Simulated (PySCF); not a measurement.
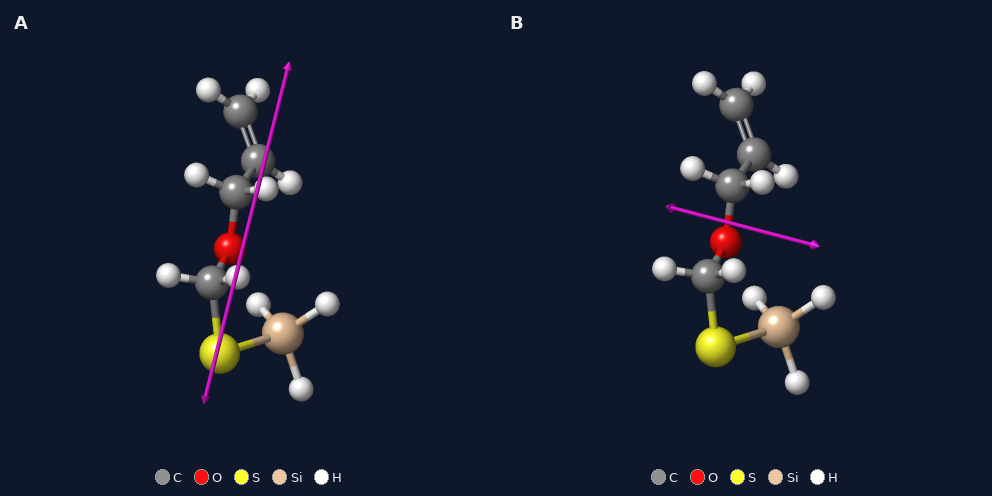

The double arrows show the directions of two transition dipoles from the ground state (lengths mean nothing). The geometry was computed by an optimisation with GFN2-xTB. No frequency run is at hand to confirm it as a minimum. Method: TDDFT CAM-B3LYP/def2-SVPD, vertical, gas phase, core orbitals frozen in the response (PySCF 2.14.0).

**One belongs to singlet state 2 and one to singlet state 5. Which is which?**

A: state 5, 7.26 eV (171 nm), oscillator strength 0.038, mainly HOMO → LUMO+5 (weight 0.62).
B: state 2, 6.21 eV (200 nm), oscillator strength 0.017, mainly HOMO → LUMO+3 (weight 0.80).

The geometry is semi-empirical. Around Si such bond lengths and angles can be off by a tenth of an ångström or more and by several degrees, and values that hang on the shape move with them.
